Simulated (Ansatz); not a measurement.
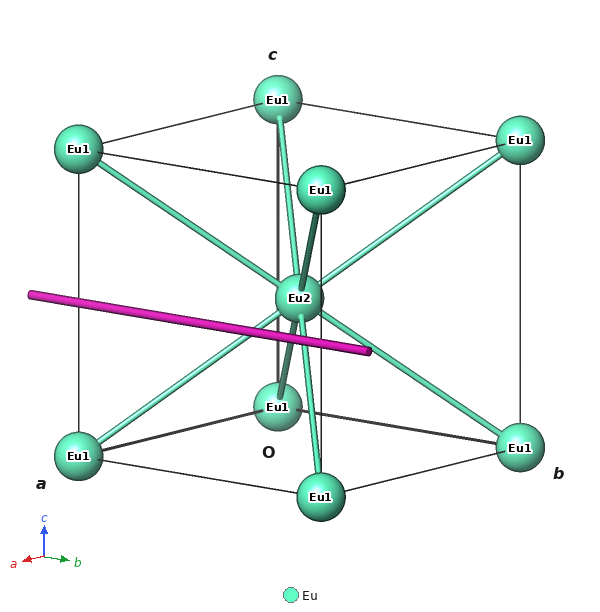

The coloured rod is the axis of a symmetry operation of the crystal. Crystal: Eu, the input geometry of an electronic-structure calculation (not necessarily at equilibrium). The drawing is computed from the coordinates (standard cell, symmetry found to 0.002 Å).

a = 4.529 Å, b = 4.529 Å, c = 4.529 Å, α = 90.00°, β = 90.00°, γ = 90.00°.

```csv
atom,x,y,z
Eu1,0.0000,0.0000,0.0000
Eu2,0.5000,0.5000,0.5000
```

Take the operation x, y, z → z+1/2, y+1/2, −x+3/2.

What kind of operation is it, and where does it lie?

Answer. It is a 4₂ screw rotation with translation (0, 1/2, 0), about the line along [0 1 0] through (1, 1/2, 1/2).

Onto which atom does it carry each atom (up to whole multiples of a, b and c)?

Answer. Eu1 → Eu2, Eu2 → Eu1.
